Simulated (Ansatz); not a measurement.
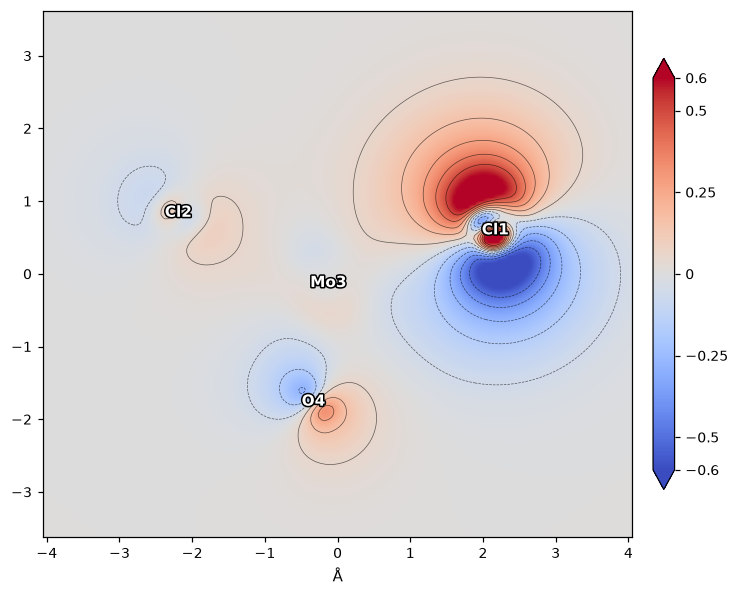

*Cl$_{2}$H$_{2}$MoO$_{3}$ (SMILES [O]=[Mo]([OH])([OH])([Cl])[Cl]). The HOMO−1 on the plane of atoms Cl2, Mo3 and O4 (values in Å⁻³ᐟ²; the overall sign is arbitrary).*

Geometry: PBE0-D4/def2-SVP; core potentials replace the inner electrons of Mo.

All numbers below come from isolated molecule in a Gaussian basis; Kohn-Sham density functional theory, functional PBE0 in Ansatz.

| atom | x (Å) | y (Å) | z (Å) |
| --- | --- | --- | --- |
| Cl | -0.6274 | -0.0339 | -0.1850 |
| Cl | -3.3888 | -2.6323 | 1.9816 |
| Mo | -2.1951 | -0.7555 | 1.4974 |
| O | -2.5374 | 0.3772 | 2.6394 |
| O | -0.6083 | -1.4336 | 2.1629 |
| O | -3.3348 | -0.2206 | 0.1425 |
| H | 0.2011 | -1.5710 | 1.6512 |
| H | -3.0879 | -0.1080 | -0.7860 |

Q: Where does this orbital lie, and at what energy?

A: Its weight (Hirshfeld) is mainly on Cl1 (about 85 %); largely a lone pair of Cl1. Its energy is −9.34 eV.
